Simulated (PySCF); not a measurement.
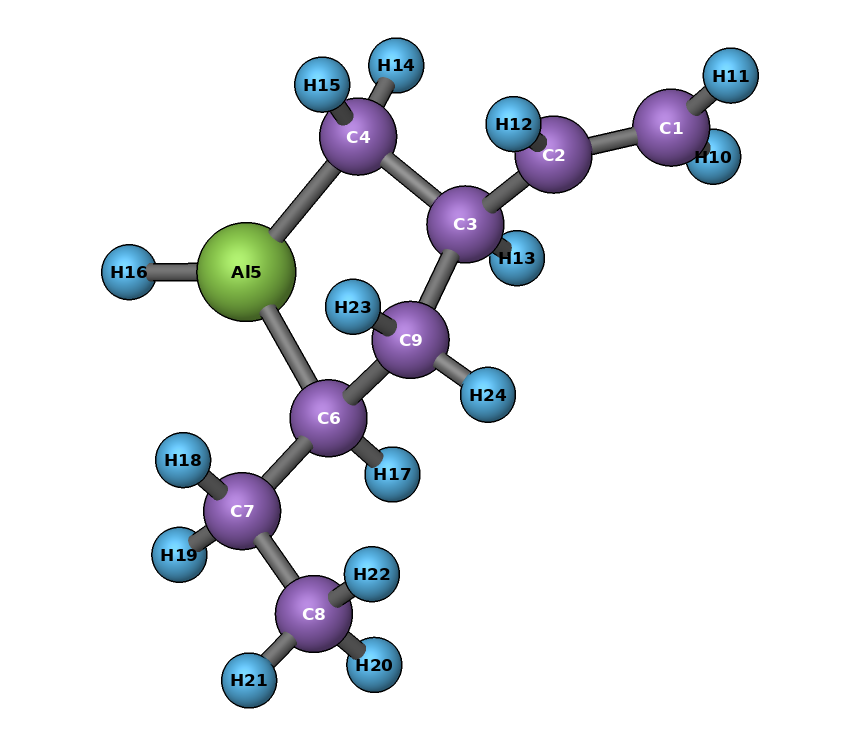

The geometry was computed by an optimisation with GFN2-xTB. No frequency run is at hand to confirm it as a minimum. Method: GIAO PBE0/pcSseg-1 NMR shielding, non-relativistic, gas phase (PySCF 2.14.0). Principal shieldings σ11 ≤ σ22 ≤ σ33, span Ω = σ33 − σ11, skew κ = 3(σiso − σ22)/Ω.

Give the shielding tensors of the Al atoms.

```csv
atom,σ11,σ22,σ33,σiso,Ω,κ
Al5,204.1,218.5,318.6,247.1,114.6,0.75
```

Shieldings and span in ppm.

The geometry is semi-empirical. Around Al such bond lengths and angles can be off by a tenth of an ångström or more and by several degrees, and values that hang on the shape move with them.
